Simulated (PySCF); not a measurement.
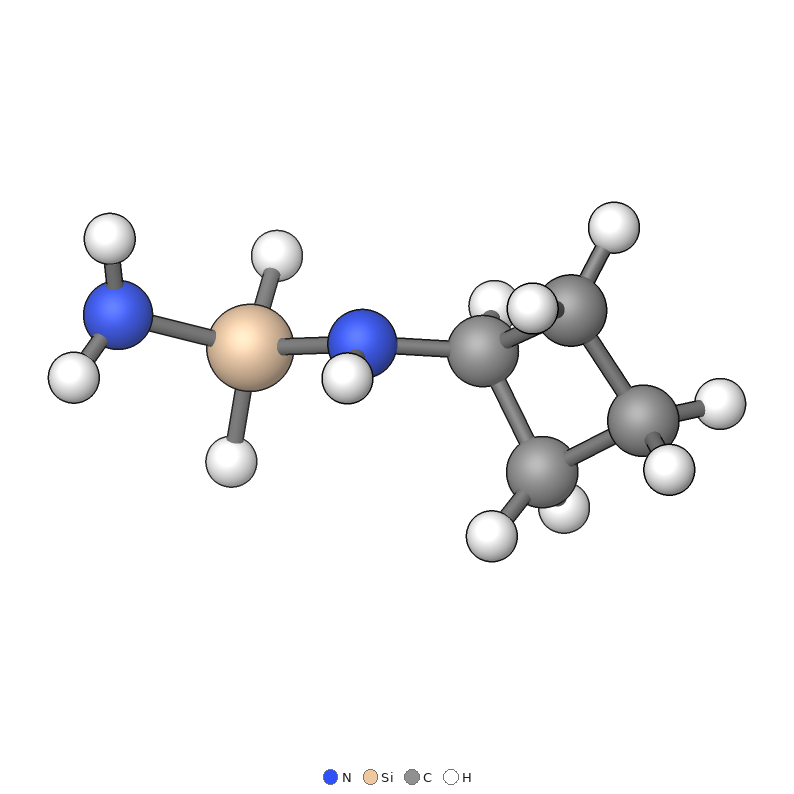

Computed geometry: GFN2-xTB optimisation. No frequency run is at hand to confirm it as a minimum.

Draw it as a skeletal formula.

SMILES: N[SiH2]NC1CCC1

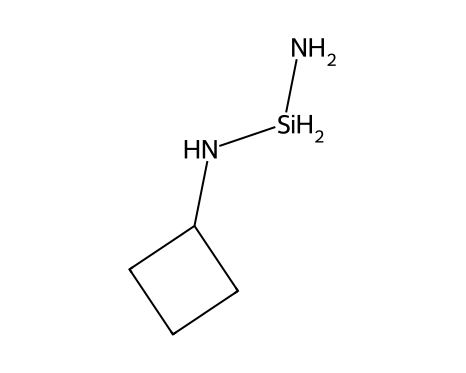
